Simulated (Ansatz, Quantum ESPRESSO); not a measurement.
# germanene, 1 layer: the energy at a withheld member of a series

How the rows were computed: Quantum ESPRESSO 7.5, PBE, GBRV ultrasoft. Cell and atoms are first relaxed; each strained cell is then held and the atoms relax in it. A periodic run with 15 Å of vacuum in the starting cell gives the vacuum levels, and bands follow along a path. The bands are repeated with spin-orbit coupling and fully relativistic files. The series steps biaxial strain. Energies count from the lowest.

```tsv
biaxial strain	energy (eV)
-4 %	0.1014
-3 %	0.0562
-2 %	0.0247
-1 %	0.0063
1 %	0.0050
2 %	0.0203
3 %	0.0431
4 %	0.0743
```

One more run was made and is withheld. What is the energy at 0 %?

**Fit.** The rows at -1 % and 1 % give a slope of (0.0050 − (0.0063))/(1 − (−1)) = −0.00065, so a straight line gives 0.0057 eV. A parabola through these and the row at -2 % gives −0.0003 eV.

What the calculation gave: 0.0000 eV. The line misses by +0.0057 and the parabola by −0.0003 eV. The parabola does better.

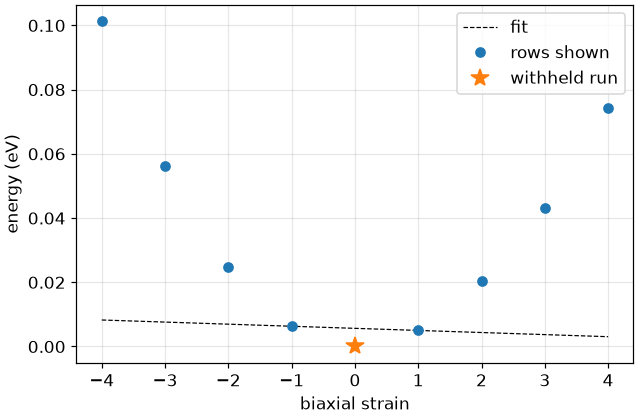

The rows shown, the fit and the withheld run.

Caveats: Semilocal gaps are too small; the 1×1 cell can't ripple over many cells under compression as a free sheet would. These values are without spin-orbit coupling.

[Logs are printed without paths, hosts, clocks, repeated set-up lines and the standing remarks that a program may print on its own settings, such as how far it seeks lower states.]
